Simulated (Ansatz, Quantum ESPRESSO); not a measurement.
# antimonene, 1 layer: the dipole at a withheld member of a series

Method. Quantum ESPRESSO 7.5, PBE, GBRV ultrasoft. Cell and atoms are relaxed without a field with a D3(BJ) correction and then held. Sawtooth field with dipole correction, 17 Å of vacuum in the starting cell, Fermi-Dirac smearing of 0.002 Ry; bands along a path at each field. The series steps the field along the normal.

```tsv
field along the normal	dipole (e Å)
0 V/Å	−0.0000
0.05 V/Å	0.0180
0.1 V/Å	0.0360
0.2 V/Å	0.0721
0.4 V/Å	0.1445
```

One more run was made and is withheld. What is the dipole at 0.3 V/Å?

**Worked estimate.** The rows at 0.2 V/Å and 0.4 V/Å give a slope of (0.1445 − (0.0721))/(0.4 − (0.2)) = 0.362, so a straight line gives 0.1083 e Å. A parabola through these and the row at 0.1 V/Å gives 0.1083 e Å.

What the calculation gave: 0.1082 e Å. The line misses by +0.0001 and the parabola by +0.0001 e Å. Both misses are under 5 % of the step from the nearer row.

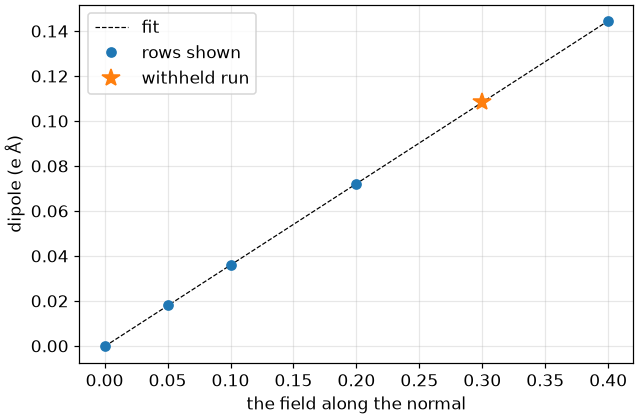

The rows shown, the fit and the withheld run.

Caveats: Ions are held; semilocal gaps are too small; in strong fields empty levels can belong to the vacuum; one stacking. Members without a usable value, or on the other side of zero field or charge, are not listed.

[Logs are printed without paths, hosts, clocks, repeated set-up lines and the standing remarks that a program may print on its own settings, such as how far it seeks lower states.]
